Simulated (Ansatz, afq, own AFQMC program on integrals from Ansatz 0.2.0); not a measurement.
# SiGeH₃ (doublet): quantum Monte Carlo beside coupled cluster at scale of all distances = 1.296, cc-pVDZ

How near does AFQMC come to the top of the ladder for SiGeH₃ (doublet)?

Program: Ansatz 0.2.0, Gaussian basis, and an in-house AFQMC program (afq) on its integrals; all values are calculated. Level of theory: cc-pVDZ, frozen cores. These are calculated values, not measurements.

Plan: PBE (unrestricted); r2SCAN (unrestricted); PBE0 (unrestricted); B3LYP (unrestricted); wB97M-V (unrestricted); B2PLYP (unrestricted); CCSD(T) on UHF; Phaseless AFQMC, CISD trial on UHF; Phaseless AFQMC, single-determinant trial on UHF.

### 1 The geometry

The geometry derives from a PBE0/def2-TZVP stationary point (not a proven minimum). All distances are scaled together. No spin-orbit coupling is included. The filled d shell of Ge may be among the frozen orbitals whatever the setting's name suggests.

5 atoms, charge 0, spin multiplicity 2.

Atoms are counted from 1 here; the program's logs count them from 0.

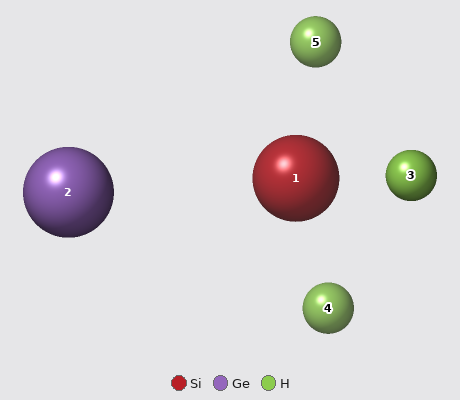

The structure; silicon red, germanium purple, hydrogen green; atoms are numbered from 1 in the order of the file.

Geometry (Å):

```xyz
5
GeH3Si
Si   -0.00770    0.00000    2.19397
Ge   -0.00190    0.00000   -0.96858
H     1.89439   -0.00004    2.58731
H    -0.77143    1.56075    3.04129
H    -0.77149   -1.56071    3.04129
```

### 2 PBE (unrestricted)

in.yaml

```yaml
crystal:
  periodic: [false, false, false]
  atoms:
    - {symbol: Si, position_ang: [-0.007700, 0.000000, 2.193970]}
    - {symbol: Ge, position_ang: [-0.001900, 0.000000, -0.968577]}
    - {symbol: H, position_ang: [1.894392, -0.000040, 2.587306]}
    - {symbol: H, position_ang: [-0.771425, 1.560746, 3.041286]}
    - {symbol: H, position_ang: [-0.771491, -1.560713, 3.041286]}
basis:
  gaussian: {orbitals: cc-pVDZ}
magnetization: {spin_polarized: true, initial_magnetization: 1}
hamiltonian: {xc: {name: PBE}}
output: {orbitals: {seedname: orbitals}}
```

On the command line:

```console
ansatz run in.yaml --threads 1 --pin off --events-out ev --progress --plain --max-ram 1382MiB
```

The log of the run:

```text
Functional definition: PBE
  name "PBE"
  cite "Perdew, Burke & Ernzerhof, Phys. Rev. Lett. 77, 3865 (1996) doi:10.1103/PhysRevLett.77.3865"
  parent pbe
  parameter kappa = 0.804
  parameter beta = 0.06672455060314922
  exchange = pbe_x(kappa = kappa, mu = beta*pi^2/3)
  correlation = pbe_c(beta = beta)
787 factors; their error is unknown
mean field evaluation 1: about -64424.2429 eV, gradient 1.1e1 eV
mean field evaluation 2: about -64351.9439 eV, gradient 6.3e1 eV
mean field evaluation 4: about -64425.8030 eV, gradient 2.7e0 eV
mean field evaluation 8: about -64425.8747 eV, gradient 7.7e-2 eV
mean field evaluation 16: about -64425.8603 eV, gradient 5.4e-4 eV
mean field evaluation 32: about -64425.8527 eV, gradient 2.4e-1 eV
mean field evaluation 64: about -64425.8380 eV, gradient 2.2e-1 eV
mean field evaluation 96: about -64424.8092 eV, gradient 2.8e0 eV
mean field -64425.86034632 eV, -2367.6066983108 hartree, gradient 9.7e-6 eV, S^2 0.760803; 9 other end points of the search recorded, 0 dependent functions left out
reference -64425.86038387 eV, -2367.6066996906 hartree; 25, 24 occupied and 35, 36 virtual orbitals, 787 factors
Total energy: -64425.86038387 eV, -2367.6066996906 hartree
```

It took 4.3 s on 1 thread of AMD EPYC 9R45 (Zen 5), shared host.

From the report: ⟨S²⟩ of the determinant 0.761 (pure doublet: 0.75).

### 3 r2SCAN (unrestricted)

Changes to in.yaml since step 2:

```diff
@@ -11,3 +11,2 @@
 magnetization: {spin_polarized: true, initial_magnetization: 1}
-hamiltonian: {xc: {name: PBE}}
-output: {orbitals: {seedname: orbitals}}
+hamiltonian: {xc: {name: r2SCAN}}
```

The command is unchanged.

The log of the run, cut to the lines that bear on the results:

```text
Functional definition: r2SCAN
  name "r2SCAN"
  cite "Furness, Kaplan, Ning, Perdew & Sun, J. Phys. Chem. Lett. 11, 8208 (2020) doi:10.1021/acs.jpclett.0c02405"
  cite "Furness, Kaplan, Ning, Perdew & Sun, J. Phys. Chem. Lett. 11, 9248 (2020) doi:10.1021/acs.jpclett.0c03077"
  parent r2scan
[...]
787 factors; their error is unknown
[...]
mean field -64437.13660278 eV, -2368.0210930921 hartree, gradient 8.5e-6 eV, S^2 0.765156; 11 other end points of the search recorded, 0 dependent functions left out
reference -64437.13661484 eV, -2368.0210935356 hartree; 25, 24 occupied and 35, 36 virtual orbitals, 787 factors
Total energy: -64437.13661484 eV, -2368.0210935356 hartree
```

Run time: 14 s. Hardware: 1 thread of AMD EPYC 9R45 (Zen 5), shared host.

From the report: ⟨S²⟩ of the determinant 0.765 (pure doublet: 0.75).

### 4 PBE0 (unrestricted)

Changes to in.yaml since step 3:

```diff
@@ -11,2 +11,3 @@
 magnetization: {spin_polarized: true, initial_magnetization: 1}
-hamiltonian: {xc: {name: r2SCAN}}
+hamiltonian: {xc: {name: PBE0}}
+output: {orbitals: {seedname: orbitals}}
```

The command is unchanged.

The log of the run, cut to the lines that bear on the results:

```text
Functional definition: PBE0
  name "PBE0"
  cite "Adamo & Barone, J. Chem. Phys. 110, 6158 (1999) doi:10.1063/1.478522"
  cite "Perdew, Burke & Ernzerhof, Phys. Rev. Lett. 77, 3865 (1996) doi:10.1103/PhysRevLett.77.3865"
  parent pbe
[...]
646 factors; integrals over basis functions are off by at most 1.6e-3 eV
[...]
mean field -64427.76519686 eV, -2367.6767002770 hartree, gradient 9.6e-6 eV, S^2 0.769309; 5 other end points of the search recorded, 0 dependent functions left out
reference -64427.76522522 eV, -2367.6767013191 hartree; 25, 24 occupied and 35, 36 virtual orbitals, 646 factors
Total energy: -64427.76522522 eV, -2367.6767013191 hartree
```

Wall time 2.7 s (1 thread of AMD EPYC 9R45 (Zen 5), shared host).

From the report: ⟨S²⟩ of the determinant 0.769 (pure doublet: 0.75).

### 5 B3LYP (unrestricted)

Changes to in.yaml since step 4:

```diff
@@ -11,3 +11,2 @@
 magnetization: {spin_polarized: true, initial_magnetization: 1}
-hamiltonian: {xc: {name: PBE0}}
-output: {orbitals: {seedname: orbitals}}
+hamiltonian: {xc: {name: B3LYP}}
```

The command is unchanged.

The log of the run, cut to the lines that bear on the results:

```text
Functional definition: B3LYP
  name "B3LYP"
  cite "Stephens, Devlin, Chabalowski & Frisch, J. Phys. Chem. 98, 11623 (1994) doi:10.1021/j100096a001"
  cite "Becke, Phys. Rev. A 38, 3098 (1988) doi:10.1103/PhysRevA.38.3098"
  cite "Lee, Yang & Parr, Phys. Rev. B 37, 785 (1988) doi:10.1103/PhysRevB.37.785"
  cite "Vosko, Wilk & Nusair, Can. J. Phys. 58, 1200 (1980) doi:10.1139/p80-159"
[...]
646 factors; integrals over basis functions are off by at most 1.6e-3 eV
[...]
mean field -64440.40744239 eV, -2368.1412942309 hartree, gradient 5.0e-6 eV, S^2 0.759832; 8 other end points of the search recorded, 0 dependent functions left out
reference -64440.40770272 eV, -2368.1413037976 hartree; 25, 24 occupied and 35, 36 virtual orbitals, 646 factors
Total energy: -64440.40770272 eV, -2368.1413037976 hartree
```

Run time: 4 s. Hardware: 1 thread of AMD EPYC 9R45 (Zen 5), shared host.

From the report: ⟨S²⟩ of the determinant 0.760 (pure doublet: 0.75).

### 6 wB97M-V (unrestricted)

Changes to in.yaml since step 5:

```diff
@@ -11,2 +11,3 @@
 magnetization: {spin_polarized: true, initial_magnetization: 1}
-hamiltonian: {xc: {name: B3LYP}}
+hamiltonian: {xc: {name: wB97M-V}}
+output: {orbitals: {seedname: orbitals}}
```

Launched as before.

The log of the run, cut to the lines that bear on the results:

```text
Functional definition: wB97M-V
  name "wB97M-V"
  cite "Mardirossian & Head-Gordon, J. Chem. Phys. 144, 214110 (2016) doi:10.1063/1.4952647"
  cite "Becke, J. Chem. Phys. 107, 8554 (1997) doi:10.1063/1.475007"
  cite "Vydrov & Van Voorhis, J. Chem. Phys. 133, 244103 (2010) doi:10.1063/1.3521275"
  # Of w^i u^j: cxij and so on, Table III.
[...]
  gx(w, u) = 1 - cx + cx01*u + cx10*w
  gss(w, u) = css00 + css04*u^4 + css10*w + css20*w^2 + css43*w^4*u^3
  gos(w, u) = cos00 + cos10*w + (cos20 + cos21*u)*w^2 + (cos60 + cos61*u)*w^6
[...]
      + integral(e_c_pw_mod_opposite_spin*gos(b97_w_opposite, b97_u_opposite)) + vv10(b, c)
646 factors; integrals over basis functions are off by at most 1.6e-3 eV
205 factors; integrals over basis functions are off by at most 1.2e-5 eV
[...]
mean field -64434.08289983 eV, -2367.9088715788 hartree, gradient 5.3e-6 eV, S^2 0.771480; 5 other end points of the search recorded, 0 dependent functions left out
reference -64434.08294033 eV, -2367.9088730669 hartree; 25, 24 occupied and 35, 36 virtual orbitals, 646 factors
Total energy: -64434.08294033 eV, -2367.9088730669 hartree
```

Wall time 15 s (1 thread of AMD EPYC 9R45 (Zen 5), shared host); peak memory 0.31 GiB.

From the report: ⟨S²⟩ of the determinant 0.771 (pure doublet: 0.75).

### 7 B2PLYP (unrestricted)

Changes to in.yaml since step 6:

```diff
@@ -11,3 +11,3 @@
 magnetization: {spin_polarized: true, initial_magnetization: 1}
-hamiltonian: {xc: {name: wB97M-V}}
-output: {orbitals: {seedname: orbitals}}
+hamiltonian: {xc: {name: B2PLYP}}
+correlation: {electrons: outside_noble_gas}
```

Same command.

The log of the run, cut to the lines that bear on the results:

```text
Functional definition: B2PLYP
  name "B2PLYP"
  cite "Grimme, J. Chem. Phys. 124, 034108 (2006) doi:10.1063/1.2148954"
  cite "Becke, Phys. Rev. A 38, 3098 (1988) doi:10.1103/PhysRevA.38.3098"
  cite "Lee, Yang & Parr, Phys. Rev. B 37, 785 (1988) doi:10.1103/PhysRevB.37.785"
[...]
646 factors; integrals over basis functions are off by at most 1.6e-3 eV
[...]
mean field -64421.65292754 eV, -2367.4520785225 hartree, gradient 1.2e-8 eV, S^2 0.797923; 6 other end points of the search recorded, 0 dependent functions left out
19 core orbitals not correlated: weight in the atoms' cores, before any rotation towards them, 1.000 or more for the frozen orbitals, at most 0.000 for the correlated occupied ones
reference -64421.65309404 eV, -2367.4520846410 hartree; 6, 5 occupied and 35, 36 virtual orbitals, 646 factors
second order -5.96286857 eV of doubles, -0.00000000 eV of singles
Total energy: -64423.26306855 eV, -2367.5112501131 hartree
```

Wall time 4.6 s (1 thread of AMD EPYC 9R45 (Zen 5), shared host).

From the report: ⟨S²⟩ of the determinant 0.798 (pure doublet: 0.75).

### 8 CCSD(T) on UHF

Changes to in.yaml since step 7:

```diff
@@ -11,3 +11,2 @@
 magnetization: {spin_polarized: true, initial_magnetization: 1}
-hamiltonian: {xc: {name: B2PLYP}}
-correlation: {electrons: outside_noble_gas}
+correlation: {method: ccsd_t, electrons: outside_noble_gas, hamiltonian_folder: ham}
```

Launched as before.

The log of the run, cut to the lines that bear on the results:

```text
Functional definition: HF
  name "HF"
  cite "Fock, Z. Phys. 61, 126 (1930) doi:10.1007/BF01340294"
  parent pbe
[...]
646 factors; integrals over basis functions are off by at most 1.6e-3 eV
[...]
mean field -64377.17525956 eV, -2365.8175543721 hartree, gradient 1.4e-8 eV, S^2 1.141374; 23 other end points of the search recorded, 0 dependent functions left out
determinant -64377.17525956 eV, -2365.8175543721 hartree, with singles and doubles -64382.95714264 eV, -2366.0300346562 hartree
determinant -64377.15515003 eV, -2365.8168153607 hartree, with singles and doubles -64382.93722990 eV, -2366.0293028766 hartree
determinant -64376.55653657 eV, -2365.7948167217 hartree, with singles and doubles -64381.90422268 eV, -2365.9913405613 hartree
determinant -64376.27304276 eV, -2365.7843985162 hartree, with singles and doubles -64381.64560848 eV, -2365.9818366648 hartree
[...]
determinant -64375.04503020 eV, -2365.7392698870 hartree, with singles and doubles -64380.86210979 eV, -2365.9530436192 hartree
determinant -64374.01521427 eV, -2365.7014248496 hartree, with singles and doubles -64380.21814543 eV, -2365.9293783653 hartree
determinant -64377.17525956 eV, -2365.8175543721 hartree, with singles and doubles -64382.96433368 eV, -2366.0302989219 hartree
determinant -64377.15515003 eV, -2365.8168153607 hartree, with singles and doubles -64382.94425035 eV, -2366.0295608735 hartree
19 core orbitals not correlated: weight in the atoms' cores, before any rotation towards them, 1.000 or more for the frozen orbitals, at most 0.000 for the correlated occupied ones
reference -64377.17525956 eV, -2365.8175543721 hartree; 6, 5 occupied and 35, 36 virtual orbitals, 646 factors
second order -4.25393355 eV of doubles, -0.00000000 eV of singles
cycle   1  -5.78907031 eV  change    3.8e-6 eV  update   4.3e-6
perturbative correction -0.22517794 eV, -0.0082751366 hartree
Total energy: -64383.18950781 eV, -2366.0385739186 hartree
```

Wall time 24 s (1 thread of AMD EPYC 9R45 (Zen 5), shared host).

From the report: ⟨S²⟩ of the determinant 1.141 (pure doublet: 0.75); correlation -6.0142 eV; T1 0.056; largest double amplitude 0.15.

This run also writes the integrals to the folder ham.

### 9 Phaseless AFQMC, CISD trial on UHF

It reads the integrals that the CCSD(T) run on this determinant wrote.

On the command line:

```console
afq ham --method phaseless --trial cisd --walkers 60 --populations 1 --least-time 40 --time-step 0.005 --steps-per-block 50 --equilibration-blocks 40 --max-blocks 300 --target-error 0.0008 --factor-cut 1e-05 --start spin_pure --seed 7058 --release-times 0.24,0.51,0.99,1.62,2.4 --release-step 0.03 --release-every 4 --taylor-order 6
```

The log of the run:

```text
orbitals 41  electrons 6 5  factors 291 of 646
reference energy -2365.81755437 Eh
CCSD correlation -0.21274372 Eh in 18 cycles, weight of the determinant in the CISD state 0.7669
energy of the start -2366.010405 Eh
 block  time / (1/Eh)  mean weight  energy / Eh
     1     0.250  0.9992  -2366.013688
     2     0.500  1.0005  -2366.017607
     3     0.750  1.0002  -2366.021788
     4     1.000  1.0003  -2366.027151
     5     1.250  0.9987  -2366.027076
     6     1.500  1.0005  -2366.028076
     7     1.750  0.9987  -2366.030842
     8     2.000  1.0010  -2366.035567
     9     2.250  1.0009  -2366.037654
    10     2.500  1.0016  -2366.035982
    11     2.750  0.9990  -2366.037655
    16     4.000  1.0001  -2366.042416
    21     5.250  0.9989  -2366.051606
    26     6.500  0.9929  -2366.045919
    31     7.750  0.9999  -2366.041224
    36     9.000  1.0000  -2366.040964
    41    10.250  0.9988  -2366.042102
    46    11.500  0.9998  -2366.043110
    51    12.750  1.0014  -2366.051310
    56    14.000  0.9991  -2366.044285
    61    15.250  1.0014  -2366.034409
    66    16.500  1.0004  -2366.038017
    71    17.750  0.9998  -2366.040238
    76    19.000  0.9994  -2366.029687
    81    20.250  1.0012  -2366.037311
    86    21.500  1.0010  -2366.039648
    91    22.750  1.0011  -2366.048613
    96    24.000  0.9996  -2366.035589
   101    25.250  0.9995  -2366.043758
   106    26.500  0.9997  -2366.038086
   111    27.750  1.0020  -2366.039048
   116    29.000  1.0006  -2366.048099
   121    30.250  1.0026  -2366.045487
   126    31.500  1.0006  -2366.036341
   131    32.750  0.9996  -2366.031667
   136    34.000  0.9991  -2366.037355
   141    35.250  0.9988  -2366.048364
   146    36.500  1.0009  -2366.044575
   151    37.750  1.0013  -2366.039659
   156    39.000  1.0009  -2366.039167
   161    40.250  0.9993  -2366.038545
   166    41.500  0.9990  -2366.040702
   171    42.750  1.0006  -2366.038879
   176    44.000  1.0006  -2366.044040
   181    45.250  1.0005  -2366.036126
   186    46.500  1.0021  -2366.031812
   191    47.750  0.9990  -2366.040364
   196    49.000  1.0017  -2366.037450
blocks merged  error / Eh  count
     1  0.000386  160
     2  0.000495  80
     4  0.000638  40
     8  0.000642  20
    16  0.000706  10
released: time / (1/Eh)  energy / Eh  error  mean overlap
  0.24  -2366.039529  0.000788  1.0091
  0.51  -2366.040137  0.000735  1.0027
  0.99  -2366.040262  0.000861  1.0276
  1.62  -2366.042971  0.000868  0.9891
  2.40  -2366.043437  0.001335  0.9672
energy -2366.039880 +/- 0.000642 Eh
```

Wall time 2.8 min (1 thread of AMD EPYC 9R45 (Zen 5), shared host).

Energy -64383.2250 ± 0.0175 eV. Caveats: constraint bias not in the error.

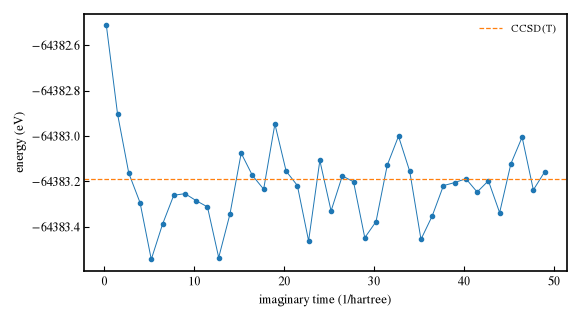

Block energies along the walk.

### 10 Phaseless AFQMC, single-determinant trial on UHF

It reads the integrals that the CCSD(T) run on this determinant wrote.

On the command line:

```console
afq ham --method phaseless --trial hf --walkers 120 --populations 1 --least-time 40 --time-step 0.005 --steps-per-block 20 --equilibration-blocks 160 --max-blocks 600 --target-error 0.0024000000000000002 --factor-cut 1e-05 --start spin_pure --seed 3726 --taylor-order 6
```

The log of the run:

```text
orbitals 41  electrons 6 5  factors 291 of 646
reference energy -2365.81755437 Eh
CCSD correlation -0.21274372 Eh in 18 cycles, weight of the determinant in the CISD state 0.7669
energy of the start -2365.824310 Eh
 block  time / (1/Eh)  mean weight  energy / Eh
     1     0.100  1.0001  -2365.854096
     2     0.200  0.9996  -2365.873813
     3     0.300  1.0006  -2365.892477
     4     0.400  0.9995  -2365.911142
     5     0.500  1.0013  -2365.925838
     6     0.600  1.0005  -2365.939044
     7     0.700  1.0000  -2365.946738
     8     0.800  1.0022  -2365.963422
     9     0.900  1.0006  -2365.966750
    10     1.000  1.0014  -2365.971654
    15     1.500  0.9994  -2366.010456
    29     2.900  1.0013  -2366.027141
    43     4.300  0.9992  -2366.017290
    57     5.700  0.9998  -2366.040028
    71     7.100  0.9983  -2366.045207
    85     8.500  0.9996  -2366.033074
    99     9.900  1.0003  -2366.044239
   113    11.300  0.9989  -2366.014160
   127    12.700  1.0001  -2366.027530
   141    14.100  1.0000  -2366.018637
   155    15.500  0.9988  -2366.031435
   169    16.900  1.0000  -2366.040193
   183    18.300  0.9999  -2366.071609
   197    19.700  0.9999  -2366.048497
   211    21.100  0.9995  -2366.038625
   225    22.500  0.9999  -2366.072620
   239    23.900  1.0000  -2366.033369
   253    25.300  1.0022  -2366.047310
   267    26.700  1.0026  -2366.032489
   281    28.100  1.0016  -2366.034994
   295    29.500  0.9991  -2366.029179
   309    30.900  1.0009  -2366.051068
   323    32.300  0.9992  -2366.049112
   337    33.700  0.9964  -2366.027359
   351    35.100  1.0004  -2366.003011
   365    36.500  0.9992  -2366.048622
   379    37.900  0.9995  -2366.037969
   393    39.300  0.9978  -2366.009727
   407    40.700  1.0008  -2366.024171
   421    42.100  1.0000  -2366.028154
   435    43.500  0.9996  -2366.021200
   449    44.900  1.0010  -2366.050289
   463    46.300  1.0007  -2366.013045
   477    47.700  1.0006  -2366.041247
   491    49.100  0.9995  -2366.045265
   505    50.500  0.9992  -2366.011604
   519    51.900  1.0002  -2366.031211
   533    53.300  1.0005  -2366.033237
   547    54.700  0.9992  -2366.041769
blocks merged  error / Eh  count
     1  0.000823  400
     2  0.001094  200
     4  0.001478  100
     8  0.001893  50
    16  0.002396  25
    32  0.003144  12
energy -2366.037452 +/- 0.002396 Eh
```

Wall time 2.1 min (1 thread of AMD EPYC 9R45 (Zen 5), shared host).

Energy -64383.1590 ± 0.0652 eV. The run doesn't count as converged. Caveats: constraint bias not in the error; error not settled; halves of the run differ. The error still grows with block length (0.0515 to 0.0856 eV), so the bar may be too small.

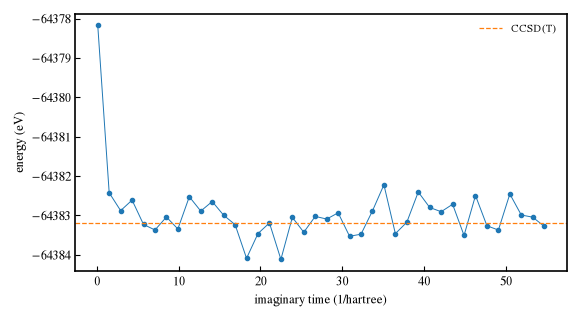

Block energies along the walk.

### 11 All levels side by side

On the UHF determinant, counted from CCSD(T) (a yardstick, not exact):

```
                                              level  energy (eV)  from CCSD(T) (kJ/mol)  statistical error (kJ/mol)     time
                                                 HF  -64377.1753                 +580.3                                     
                                                MP2  -64381.4292                 +169.8                                     
                                               CCSD  -64382.9643                  +21.7                                     
                                            CCSD(T)  -64383.1895                    0.0                                     
Phaseless AFQMC, CISD trial, step 0.005, 60 walkers  -64383.2250                   -3.4                         1.7  2.8 min
```

The functionals' totals stand on their own zeros and serve differences with other points: PBE -64425.860 eV; r2SCAN -64437.137 eV; PBE0 -64427.765 eV; B3LYP -64440.408 eV; wB97M-V -64434.083 eV; B2PLYP -64423.263 eV.

### 12 Outcome

| quantity | value |
| --- | --- |
| Phaseless AFQMC, CISD trial on UHF from CCSD(T) | -3.4 ± 1.7 kJ/mol |

What this shows: On UHF the phaseless walk with the CISD trial lies -3.4 kJ/mol from CCSD(T), within three error bars. Error bars are statistical and leave out the constraint, the time step and what remains of the start.
